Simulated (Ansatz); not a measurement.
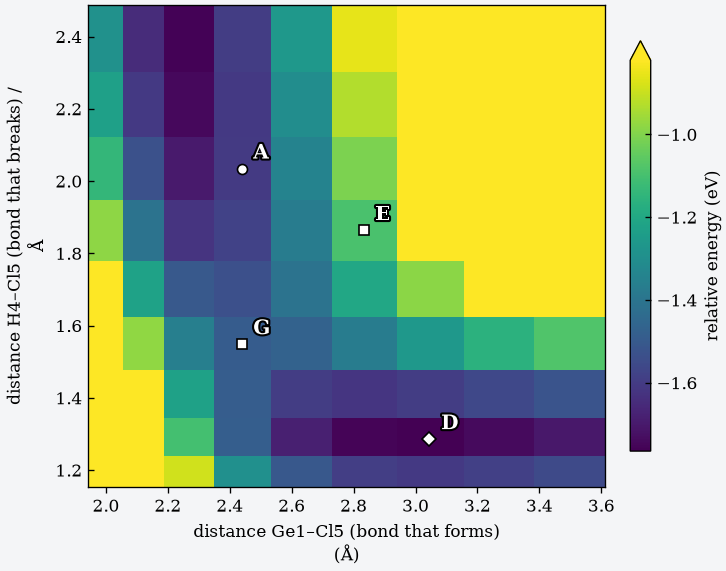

The reacting system Cl₃GeH. First axis: distance Ge1–Cl5 (bond that forms). Second axis: distance H4–Cl5 (bond that breaks). Relaxed at each point: all other coordinates. Grid: 9 × 9 points. Points are written as (first, second). Energies are in eV, from a guessed transition structure relaxed with its forming and breaking bonds held. The reference is spin-restricted, so regions where a bond is pulled apart into radicals lie too high. All numbers below come from Ansatz 0.2.0, RKS r2SCAN0-D4/def2-SVP.

In the figure: one coloured cell a grid point, one colour for all values above the top of the scale, lettered points.

> Is G the lowest point of the computed grid?

No. G lies 0.27 eV above the lowest grid point, which is at (3.045 Å, 1.286 Å).

> Rank the lettered points by energy, lowest first.

D (−1.76 eV), A (−1.60 eV), G (−1.50 eV), E (−1.09 eV).

> What kind of point is each of A, D, E, G: minimum, saddle, maximum or slope?

A: on a slope; D: minimum; E: on a slope; G: saddle point. (In these two coordinates alone; a stationary point may lie a little off the grid point.)
